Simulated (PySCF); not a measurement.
C₆H₁₁FO (charge +1, doublet)

Input

```
{"job": {"kind": "epr", "basis": "pcH-1"}, "charge": 1, "multiplicity": 2}
C     -2.008098     1.335134    -0.285028
C     -0.751503     0.662167    -0.822420
C     -0.009101    -0.059304     0.300015
C     -0.670983    -1.263760     0.920377
F      0.366547     0.819102     1.260165
C      1.335029    -0.651433    -0.411972
C      2.557833    -0.277598     0.322335
O      1.190145    -1.293044    -1.387629
H     -1.804424     2.034654     0.525432
H     -2.448163     1.912892    -1.097257
H     -2.716259     0.591352     0.075337
H     -0.976474    -0.071165    -1.601003
H     -0.113003     1.432893    -1.265135
H     -1.552114    -0.920519     1.470364
H     -0.970154    -1.982629     0.162572
H     -0.026438    -1.750575     1.652801
H      2.709062     0.802407     0.251038
H      2.473983    -0.509155     1.384571
H      3.404310    -0.802167    -0.122139
```

Command:

```sh
OMP_NUM_THREADS=1 python probes_run.py task.json out
```

Geometry: GFN2-xTB.

Computed with UKS B3LYP, pcH-1 on C F H O, non-relativistic, mean-field spin-orbit, GIAO in PySCF.

Q: What can the converged electron density, electron localisation function and spin density tell about the bonding?

A: C–O (1.18 Å): ρ at the midpoint is about 3.3 e/Å³; the ELF peaks at about 0.85 between the atoms; a multiple bond.
C–F (1.35 Å): the density is about 2.5 e/Å³ at the midpoint; the ELF peaks at about 0.85 between the atoms; a polar covalent bond.
C–C (1.47 Å): the density is about 1.7 e/Å³ at the midpoint; the ELF peaks at about 0.95 between the atoms, as expected for a covalent bond.
C–H (1.09 Å): the density is about 2 e/Å³ at the midpoint; the ELF climbs to about 1 towards the hydrogen, as it does in any bond to H (a covalent bond by its length).
The unpaired spin (1 electron) lies mostly on O8 (about 0.4), C3 (about 0.2), C6 (about 0.1) and C7 (about 0.1), in electrons by Hirshfeld's partition.

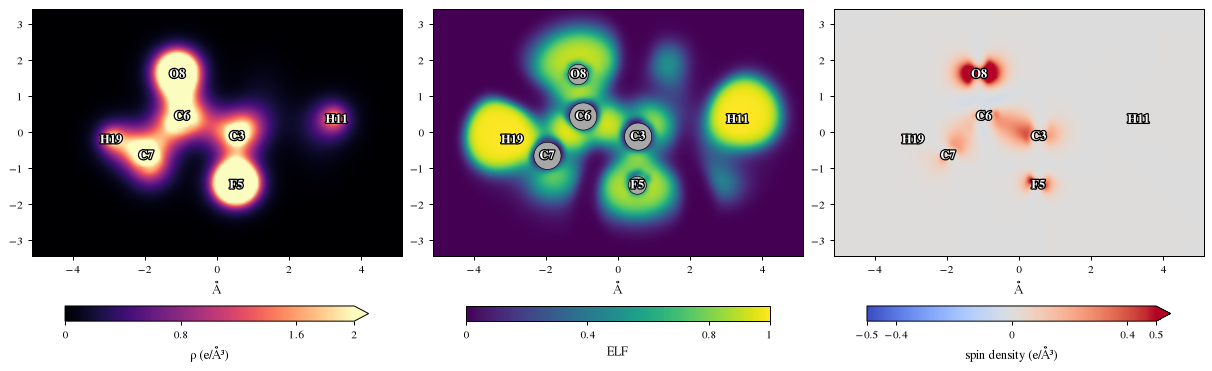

Computed electron density, electron localisation function and spin density on the plane of atoms C6, C7 and H19, in this order. Grey discs cover the atomic cores in the ELF map. 
